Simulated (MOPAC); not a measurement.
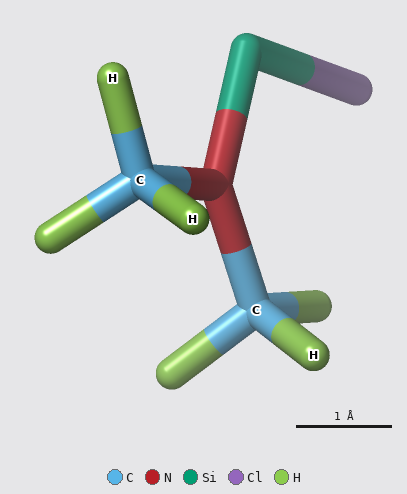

Fig. 1: The structure as given in the input (stick view, seen at a tilt).

Run report: C$_{2}$H$_{6}$ClNSi, frequency calculation (part 1 of 3)

The run: frequency calculation of C$_{2}$H$_{6}$ClNSi, SMILES CN(C)[Si]Cl. Method and program: AM1, closed shell (MOPAC 23.2.5).

The geometry was optimised with AM1.

**Input (run.mop)**
```
FORCE THERMO(298,398,100) AM1 AUX(PRECISION=9) THREADS=1
job C2H6ClNSi

C     -0.225952 +1     1.317581 +1    -0.500705 +1
N      0.021238 +1    -0.085092 +1    -0.330211 +1
C      0.085163 +1    -0.516593 +1     1.028492 +1
Si     0.196770 +1    -1.005829 +1    -1.703845 +1
Cl     0.535427 +1    -2.948466 +1    -1.122178 +1
H      0.581138 +1     1.932208 +1    -0.012714 +1
H     -0.258588 +1     1.567294 +1    -1.597205 +1
H     -1.205053 +1     1.615162 +1    -0.031579 +1
H      0.293358 +1    -1.618618 +1     1.077469 +1
H      0.899464 +1     0.025024 +1     1.586326 +1
H     -0.884505 +1    -0.312606 +1     1.563084 +1
```

Launch command:
```bash
mopac run.mop
```

**What the program printed**
```
MOPAC v23.2.5
AM1 CALCULATION RESULTS

 *  AM1        - The AM1 Hamiltonian to be used
 *  FORCE      - FORCE CALCULATION SPECIFIED
 *  THREADS=1  - MULTI-THREADING NOT USED
 *  AUX        - OUTPUT AUXILIARY INFORMATION
 *  THERMO     - THERMODYNAMIC QUANTITIES TO BE CALCULATED
FORCE THERMO(298,398,100) AM1 AUX(PRECISION=9) THREADS=1
 job C2H6ClNSi

   ATOM   CHEMICAL          X               Y               Z
  NUMBER   SYMBOL      (ANGSTROMS)     (ANGSTROMS)     (ANGSTROMS)

     1       C         -0.22595200  *   1.31758100  *  -0.50070500  *
     2       N          0.02123800  *  -0.08509200  *  -0.33021100  *
     3       C          0.08516300  *  -0.51659300  *   1.02849200  *
     4      Si          0.19677000  *  -1.00582900  *  -1.70384500  *
     5      Cl          0.53542700  *  -2.94846600  *  -1.12217800  *
     6       H          0.58113800  *   1.93220800  *  -0.01271400  *
     7       H         -0.25858800  *   1.56729400  *  -1.59720500  *
     8       H         -1.20505300  *   1.61516200  *  -0.03157900  *
     9       H          0.29335800  *  -1.61861800  *   1.07746900  *
    10       H          0.89946400  *   0.02502400  *   1.58632600  *
    11       H         -0.88450500  *  -0.31260600  *   1.56308400  *

          CARTESIAN COORDINATES

    NO.       ATOM           X           Y           Z

     1         C         -0.2260      1.3176     -0.5007
     2         N          0.0212     -0.0851     -0.3302
     3         C          0.0852     -0.5166      1.0285
     4        Si          0.1968     -1.0058     -1.7038
     5        Cl          0.5354     -2.9485     -1.1222
     6         H          0.5811      1.9322     -0.0127
     7         H         -0.2586      1.5673     -1.5972
     8         H         -1.2051      1.6152     -0.0316
     9         H          0.2934     -1.6186      1.0775
    10         H          0.8995      0.0250      1.5863
    11         H         -0.8845     -0.3126      1.5631

           Empirical Formula: C2 H6 N Si Cl  =    11 atoms

      MOLECULAR POINT GROUP   :   Cs

      RHF CALCULATION, NO. OF DOUBLY OCCUPIED LEVELS = 15

          HEAT OF FORMATION =     -32.515615 KCALS/MOLE

          CARTESIAN COORDINATE DERIVATIVES

   NUMBER  ATOM         X            Y            Z

     1       C      0.004859     0.000871    -0.012248
     2       N      0.001655     0.002345     0.014187
     3       C     -0.002907     0.002218    -0.000135
     4      Si     -0.004146     0.001760     0.017939
     5      Cl     -0.001891    -0.007000    -0.002801
     6       H      0.007100    -0.000607    -0.004224
     7       H      0.000763    -0.001790    -0.013836
     8       H     -0.001631    -0.003922     0.006536
     9       H      0.002831     0.001555    -0.022907
    10       H     -0.013088     0.001906     0.019289
    11       H      0.006454     0.002664    -0.001798

 DIPOLE           X         Y         Z       TOTAL
 POINT-CHG.    -3.437    -1.349    -0.003     3.693
 HYBRID         1.092     3.973     0.000     4.120
 SUM           -2.345     2.624    -0.003     3.519

          GRADIENT NORM =   0.04752

          MOLECULAR WEIGHT =  107.61

          ROTATIONAL CONSTANTS IN CM(-1)

          A =    0.22730764   B =    0.06393016   C =    0.05089712

           PRINCIPAL MOMENTS OF INERTIA IN UNITS OF 10**(-40)*GRAM-CM**2

          A =      123.1492   B =      437.8645   C =      549.9869

          ORIENTATION OF MOLECULE IN FORCE CALCULATION

    NO.       ATOM         X         Y         Z

     1          C      -2.4315    0.5665   -0.0004
     2          N      -0.9970    0.5665   -0.0004
     3          C      -0.4025    1.8638   -0.0004
     4         Si      -0.2297   -0.9088    0.0001
     5         Cl       1.7974   -0.5656    0.0005
     6          H      -2.8354    1.0981   -0.9069
     7          H      -2.8116   -0.4923   -0.0019
     8          H      -2.8354    1.0958    0.9073
     9          H       0.7168    1.7791   -0.0134
    10          H      -0.7255    2.4561   -0.9019
    11          H      -0.7056    2.4470    0.9138

    FIRST DERIVATIVES WILL BE USED IN THE CALCULATION OF SECOND DERIVATIVES

          ESTIMATED TIME TO COMPLETE CALCULATION =        0.52 SECONDS

    FOR POINT-GROUP Cs   THERE ARE   2 UNIQUE SYMMETRY FUNCTIONS.

 STEP:   1 TIME =     0.01 SECS, INTEGRAL =      0.01 TIME LEFT: 172799.98
 STEP:   2 TIME =     0.01 SECS, INTEGRAL =      0.02 TIME LEFT: 172799.98
 STEP:   3 TIME =     0.00 SECS, INTEGRAL =      0.02 TIME LEFT: 172799.97
 STEP:   4 TIME =     0.00 SECS, INTEGRAL =      0.02 TIME LEFT: 172799.97
 STEP:   5 TIME =     0.00 SECS, INTEGRAL =      0.03 TIME LEFT: 172799.96
 STEP:   6 TIME =     0.00 SECS, INTEGRAL =      0.03 TIME LEFT: 172799.96
 STEP:   7 TIME =     0.00 SECS, INTEGRAL =      0.04 TIME LEFT: 172799.96
 STEP:   8 TIME =     0.00 SECS, INTEGRAL =      0.04 TIME LEFT: 172799.95
 STEP:   9 TIME =     0.00 SECS, INTEGRAL =      0.04 TIME LEFT: 172799.95
 STEP:  10 TIME =     0.01 SECS, INTEGRAL =      0.05 TIME LEFT: 172799.94
 STEP:  11 TIME =     0.00 SECS, INTEGRAL =      0.05 TIME LEFT: 172799.94
 STEP:  12 TIME =     0.01 SECS, INTEGRAL =      0.06 TIME LEFT: 172799.93
 STEP:  13 TIME =     0.01 SECS, INTEGRAL =      0.07 TIME LEFT: 172799.92
 STEP:  14 TIME =     0.00 SECS, INTEGRAL =      0.07 TIME LEFT: 172799.92
 STEP:  15 TIME =     0.01 SECS, INTEGRAL =      0.08 TIME LEFT: 172799.91
 STEP:  16 TIME =     0.00 SECS, INTEGRAL =      0.09 TIME LEFT: 172799.91
 STEP:  17 TIME =     0.00 SECS, INTEGRAL =      0.09 TIME LEFT: 172799.90
 STEP:  18 TIME =     0.00 SECS, INTEGRAL =      0.09 TIME LEFT: 172799.90
 STEP:  19 TIME =     0.00 SECS, INTEGRAL =      0.10 TIME LEFT: 172799.89
 STEP:  20 TIME =     0.00 SECS, INTEGRAL =      0.10 TIME LEFT: 172799.89
 STEP:  21 TIME =     0.01 SECS, INTEGRAL =      0.11 TIME LEFT: 172799.88
 STEP:  22                       INTEGRAL =      0.11 TIME LEFT: 172799.88
 STEP:  23                       INTEGRAL =      0.11 TIME LEFT: 172799.88
 STEP:  24                       INTEGRAL =      0.11 TIME LEFT: 172799.88
 STEP:  25 TIME =     0.00 SECS, INTEGRAL =      0.11 TIME LEFT: 172799.88
 STEP:  26 TIME =     0.00 SECS, INTEGRAL =      0.12 TIME LEFT: 172799.88
 STEP:  27 TIME =     0.00 SECS, INTEGRAL =      0.12 TIME LEFT: 172799.87
 STEP:  28 TIME =     0.00 SECS, INTEGRAL =      0.12 TIME LEFT: 172799.87
 STEP:  29 TIME =     0.01 SECS, INTEGRAL =      0.13 TIME LEFT: 172799.86
 STEP:  30 TIME =     0.00 SECS, INTEGRAL =      0.14 TIME LEFT: 172799.86
 STEP:  31                       INTEGRAL =      0.14 TIME LEFT: 172799.86
 STEP:  32                       INTEGRAL =      0.14 TIME LEFT: 172799.86
 STEP:  33                       INTEGRAL =      0.14 TIME LEFT: 172799.86

(To convert to Hartree/Bohr^2, multiply by (10^(-21) x N x a0^2)/(4.184 x 627.51) =  0.0642)

           FORCE MATRIX IN MILLIDYNES/ANGSTROM

                  C  1       N  2       C  3      Si  4      Cl  5       H  6
 ------------------------------------------------------------------------------
     C    1  15.357764
     N    2   6.203477  16.506442
     C    3   1.238293   6.418516  15.359504
    Si    4   0.828548   5.124777   0.497672   6.602936
    Cl    5   0.045909   0.405573   0.066585   1.425266   1.739407
     H    6   4.310455   0.758945   0.031762   0.038664   0.008116   5.189934
     H    7   4.384785   0.709959   0.075337   0.145248   0.008659   0.524009
     H    8   4.310317   0.758668   0.031631   0.038681   0.007955   0.554681
     H    9   0.075266   0.701665   4.412584   0.043943   0.055697   0.002447
     H   10   0.031772   0.776990   4.301468   0.031170   0.008163   0.010232
     H   11   0.030559   0.776304   4.300321   0.029669   0.008173   0.002714

                  H  7       H  8       H  9       H 10       H 11
 ------------------------------------------------------------------
     H    7   5.217896
     H    8   0.524036   5.189934
     H    9   0.018839   0.002430   5.246276
     H   10   0.002786   0.002745   0.532749   5.192401
     H   11   0.002754   0.010266   0.532940   0.553257   5.192401

          HEAT OF FORMATION =     -32.515615 KCALS/MOLE

          ZERO POINT ENERGY      53.010 KCAL/MOL

           NORMAL COORDINATE ANALYSIS (Total motion = 1 Angstrom)

   Root No.       1         2         3         4         5         6         7         8

                 1 A"      2 A"      1 A'      3 A"      2 A'      4 A"      3 A'      4 A'

                 102.1     166.1     183.7     184.5     310.9     347.3     409.0     454.8

           1    0.0000   -0.0000    0.0187    0.0000   -0.0834    0.0000   -0.0310    0.0039
           2   -0.0000   -0.0000    0.0448    0.0000    0.0712    0.0000   -0.0462    0.0715
           3   -0.1011    0.0046   -0.0000    0.0082   -0.0000   -0.0273   -0.0000   -0.0000
           4   -0.0000   -0.0000    0.0160    0.0000   -0.0833   -0.0000   -0.0362    0.0037
           5    0.0000    0.0000   -0.0407   -0.0000   -0.0301    0.0000    0.0014   -0.0410
           6    0.0182    0.0011   -0.0000    0.0107   -0.0000    0.1424   -0.0000    0.0000
           7   -0.0000   -0.0000    0.0859    0.0001   -0.0063    0.0000    0.0685   -0.0560
           8    0.0000    0.0000   -0.0708   -0.0001   -0.0658   -0.0000   -0.0544   -0.0094
           9    0.0614   -0.0068    0.0000    0.0080    0.0000   -0.0352    0.0001   -0.0000
          10   -0.0000    0.0000   -0.0245   -0.0000   -0.0028   -0.0000    0.0472    0.0813
          11    0.0000    0.0000   -0.0644   -0.0001    0.0149   -0.0000    0.0639   -0.0084
          12    0.0784    0.0066    0.0000   -0.0136   -0.0000   -0.0273   -0.0000    0.0000
          13    0.0000    0.0000   -0.0327   -0.0000    0.0708   -0.0000   -0.0428   -0.0418
          14   -0.0000   -0.0000    0.0764    0.0001   -0.0041   -0.0000   -0.0054   -0.0084
          15   -0.0506   -0.0047   -0.0000   -0.0004    0.0000    0.0009   -0.0000   -0.0000
          16    0.0779   -0.0018    0.0499    0.0017   -0.0426    0.1123   -0.0557    0.0587
          17   -0.0363    0.1268    0.0700   -0.1476    0.1033    0.0225   -0.0688    0.1186
          18   -0.1573    0.0799    0.0006   -0.0792    0.0002   -0.0662   -0.0012    0.0013
          19    0.0000    0.0000   -0.0426   -0.0001   -0.1521    0.0000    0.0232   -0.0899
          20   -0.0000   -0.0000    0.0674    0.0001    0.0991    0.0000   -0.0676    0.1112
          21   -0.0917   -0.1428   -0.0007    0.1814   -0.0001   -0.1022   -0.0000   -0.0000
          22   -0.0779    0.0018    0.0499   -0.0016   -0.0427   -0.1123   -0.0558    0.0588
          23    0.0362   -0.1267    0.0688    0.1477    0.1032   -0.0225   -0.0688    0.1186
          24   -0.1574    0.0800   -0.0000   -0.0792   -0.0003   -0.0662    0.0012   -0.0013
          25   -0.0000   -0.0000    0.0820    0.0000   -0.0109    0.0000    0.0628   -0.0530
          26    0.0000    0.0000   -0.1185   -0.0001   -0.1364   -0.0000   -0.1673    0.0713
          27    0.0948    0.1725   -0.0005    0.1589    0.0001   -0.1090    0.0001   -0.0001
          28    0.0281    0.1370    0.1120    0.1142    0.0313   -0.0659    0.1340   -0.1004
          29    0.0191   -0.0653   -0.0541   -0.0523   -0.0439   -0.1019   -0.0200   -0.0301
          30    0.0641   -0.0978    0.0005   -0.0662    0.0008   -0.0805   -0.0005    0.0011
          31   -0.0281   -0.1370    0.1127   -0.1140    0.0312    0.0660    0.1339   -0.1003
          32   -0.0191    0.0653   -0.0545    0.0522   -0.0439    0.1018   -0.0200   -0.0301
          33    0.0641   -0.0979    0.0001   -0.0663   -0.0007   -0.0805    0.0006   -0.0012

   Root No.       9        10        11        12        13        14        15        16

                 5 A'      6 A'      5 A"      7 A'      6 A"      7 A"      8 A"      8 A'

                 846.7    1101.7    1109.7    1153.2    1163.8    1357.3    1364.4    1384.6

           1    0.0668   -0.0266   -0.0000    0.0460    0.0000    0.0000    0.0000    0.0078
           2   -0.0135    0.0247   -0.0000    0.0598   -0.0000   -0.0000    0.0000   -0.0339
           3    0.0000    0.0000    0.0420   -0.0000   -0.0363   -0.0311   -0.0108    0.0000
           4    0.0404    0.0044   -0.0000   -0.0057   -0.0000   -0.0000    0.0000   -0.0083
           5   -0.0599   -0.0001   -0.0000    0.0148   -0.0000   -0.0000    0.0000    0.0151
           6    0.0000   -0.0000   -0.0027   -0.0000    0.0424   -0.0014   -0.0026   -0.0000
           7   -0.0224    0.0431   -0.0000   -0.0484   -0.0000   -0.0000    0.0000    0.0136
           8   -0.0742   -0.0218   -0.0000   -0.0359   -0.0000    0.0000   -0.0000   -0.0117
           9   -0.0000   -0.0001   -0.0367    0.0001   -0.0419    0.0129   -0.0305    0.0000
          10   -0.0424    0.0004    0.0000   -0.0003    0.0000    0.0000   -0.0000    0.0010
          11    0.0694    0.0006   -0.0000   -0.0017   -0.0000   -0.0000    0.0000   -0.0026
          12    0.0000    0.0001   -0.0003   -0.0000   -0.0003    0.0000    0.0000   -0.0000
          13    0.0021    0.0004    0.0000    0.0001    0.0000    0.0000   -0.0000    0.0001
          14    0.0008   -0.0004    0.0000    0.0002    0.0000    0.0000   -0.0000   -0.0001
          15   -0.0000   -0.0000    0.0002    0.0000    0.0000   -0.0000    0.0001   -0.0000
          16    0.1415   -0.1090    0.2068   -0.0976   -0.1660    0.0979    0.0416   -0.0481
          17    0.0405   -0.0493    0.0009   -0.0759    0.0043    0.1596    0.0608    0.2134
          18   -0.0043   -0.0008   -0.0617   -0.0090    0.0526    0.0390    0.0130    0.1555
          19   -0.0356    0.1100   -0.0000    0.3478    0.0000   -0.0001   -0.0000    0.1001
          20    0.0265   -0.0323   -0.0000   -0.0657   -0.0000    0.0000    0.0000   -0.0501
          21    0.0000    0.0001   -0.0600    0.0000    0.0593    0.3116    0.1147    0.0000
          22    0.1415   -0.1090   -0.2067   -0.0977    0.1659   -0.0979   -0.0416   -0.0481
          23    0.0406   -0.0492   -0.0009   -0.0760   -0.0044   -0.1596   -0.0607    0.2133
          24    0.0044    0.0008   -0.0618    0.0090    0.0527    0.0390    0.0130   -0.1555
          25   -0.0173    0.0548   -0.0000   -0.0569   -0.0000    0.0000   -0.0000    0.0026
          26    0.0394    0.2662   -0.0001   -0.2018   -0.0000   -0.0000    0.0000   -0.0490
          27   -0.0001   -0.0002    0.0492    0.0001    0.0635   -0.1193    0.3061    0.0000
          28   -0.1071   -0.1135    0.0744    0.0080    0.0761    0.0684   -0.1870   -0.0881
          29   -0.1166   -0.0853    0.1645   -0.0145    0.1788    0.0044   -0.0256    0.0390
          30   -0.0020    0.0051    0.0547   -0.0050    0.0620   -0.0171    0.0393    0.0623
          31   -0.1071   -0.1135   -0.0745    0.0080   -0.0762   -0.0684    0.1870   -0.0881
          32   -0.1166   -0.0852   -0.1644   -0.0145   -0.1788   -0.0044    0.0256    0.0390
          33    0.0019   -0.0053    0.0547    0.0051    0.0621   -0.0171    0.0394   -0.0623

   Root No.      17        18        19        20        21        22        23        24

                 9 A'     10 A'     11 A'     12 A'     13 A'      9 A"     10 A"     14 A'

                1387.9    1428.7    1440.3    1499.5    1525.6    2984.0    2992.2    2997.9
```
